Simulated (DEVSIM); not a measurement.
Structure: W/Si3N4/SiO2/p-Si capacitor, at 350 K.

```csv
layer (left to right),material,thickness (nm),Na (cm⁻³)
1,Si3N4,29.0,-
2,SiO2,0.940,-
3,Si,18000,1e15
```

Metal gate on the left, work function 4.6 eV. Fixed charge at the semiconductor interface -2.4e10 cm⁻² (in units of +e); no interface traps.

This is a model device: material constants are rounded textbook-type values typed into the input, and sizes, dopings and lifetimes were drawn at random. Values at 300 K; Nc and Nv go as T^1.5, mobilities as T to minus their exponent, the gap by Varshni's rule with the affinity fixed.

```csv
parameter,Si3N4,SiO2,Si
gap (eV),5.1,9,1.124
affinity (eV),2.1,0.9,4.05
permittivity,7.5,3.9,11.7
Nc (cm⁻³),-,-,2.86e19
Nv (cm⁻³),-,-,3.1e19
Varshni α (eV/K),-,-,0.000473
Varshni β (K),-,-,636
```

DEVSIM, 1D Poisson equation in equilibrium, Boltzmann statistics, complete ionisation; no quantum confinement or tunnelling. Metal contacts follow the ideal Schottky-Mott rule: no Fermi-level pinning, no interface dipoles.

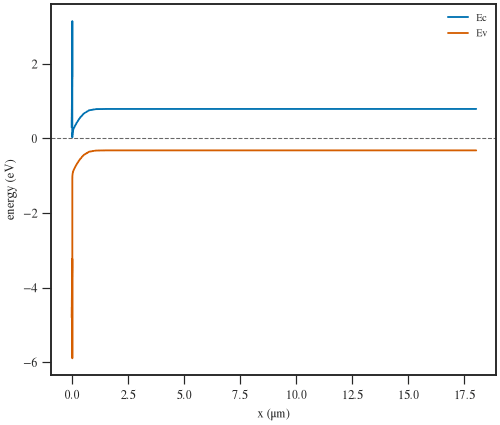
Figure. Band edges at 2.2 V on the gate

Energies count from the Fermi level of the right contact; mesh points crowd at the junctions.

| x (μm) | Ec (eV) | Ev (eV) | n (cm⁻³) | p (cm⁻³) | field (V/cm) |
|---|---|---|---|---|---|
| 0.000 | 0.300 | -4.800 | < 1e2 | < 1e2 | 550000 |
| 0.002161 | 0.418 | -4.682 | < 1e2 | < 1e2 | 550000 |
| 0.008014 | 0.737 | -4.363 | < 1e2 | < 1e2 | 550000 |
| 0.01975 | 1.377 | -3.723 | < 1e2 | < 1e2 | 550000 |
| 0.02751 | 1.800 | -3.300 | < 1e2 | < 1e2 | 550000 |
| 0.02921 | 3.105 | -5.895 | < 1e2 | < 1e2 | 1000000 |
| 0.02994 | 0.031 | -1.079 | 1.3e19 | 11000 | 690000 |
| 0.03360 | 0.100 | -1.011 | 1.3e18 | 110000 | 110000 |
| 0.04303 | 0.161 | -0.949 | 1.7e17 | 840000 | 42000 |
| 0.07095 | 0.233 | -0.878 | 1.6e16 | 8900000 | 18000 |
| 0.1494 | 0.338 | -0.773 | 4.9e14 | 2.9e8 | 12000 |
| 0.5468 | 0.671 | -0.439 | 7.8e9 | 1.8e13 | 5300 |
| 1.561 | 0.792 | -0.319 | 1.4e8 | 9.9e14 | 12 |
| 4.563 | 0.792 | -0.319 | 1.4e8 | 1.0e15 | ≈ 0 |
| 13.61 | 0.792 | -0.319 | 1.4e8 | 1.0e15 | ≈ 0 |
| 16.54 | 0.792 | -0.319 | 1.4e8 | 1.0e15 | ≈ 0 |
| 17.53 | 0.792 | -0.319 | 1.4e8 | 1.0e15 | ≈ 0 |
| 17.86 | 0.792 | -0.319 | 1.4e8 | 1.0e15 | ≈ 0 |
| 17.99 | 0.792 | -0.319 | 1.4e8 | 1.0e15 | ≈ 0 |
| 18.02 | 0.792 | -0.319 | 1.4e8 | 1.0e15 | ≈ 0 |
| 18.03 | 0.792 | -0.319 | 1.4e8 | 1.0e15 | ≈ 0 |
| 18.03 | 0.792 | -0.319 | 1.4e8 | 1.0e15 | ≈ 0 |
